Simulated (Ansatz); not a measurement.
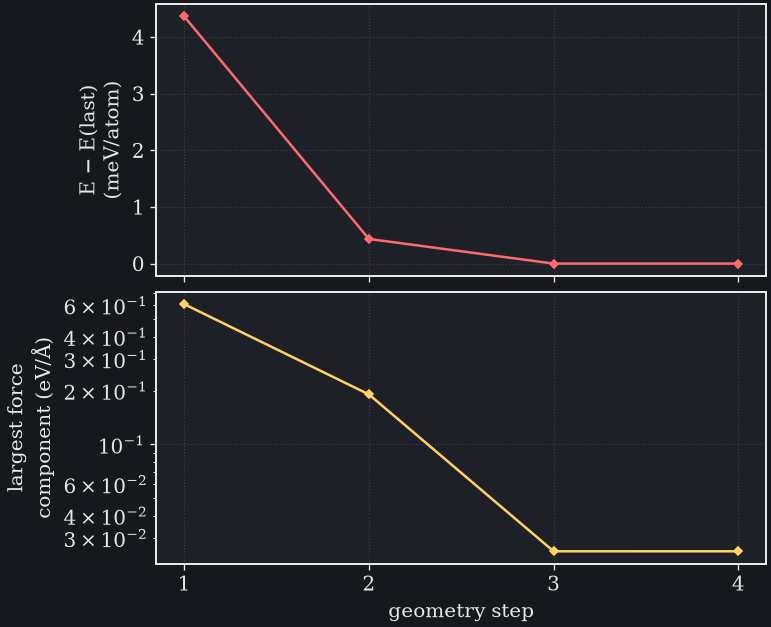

History of a geometry optimisation. Only the atoms move.

- system: Mg26ScO27 (defect cell, 54 atoms in the cell, total charge +1)
- method: DFT, PBE, plane-wave PAW, default files, scalar-relativistic in Ansatz 0.2.0; cutoff 420 eV, 3×3×3 k-mesh, Fermi–Dirac smearing of 0.01 eV

How did the optimisation end?

Answer. The optimisation met its thresholds at geometry 4, counting the start as the first. The energy fell by about 4.4 meV/atom from the first step to the last. The largest force component goes from about 0.61 eV/Å at the start to 0.025 eV/Å at the end.
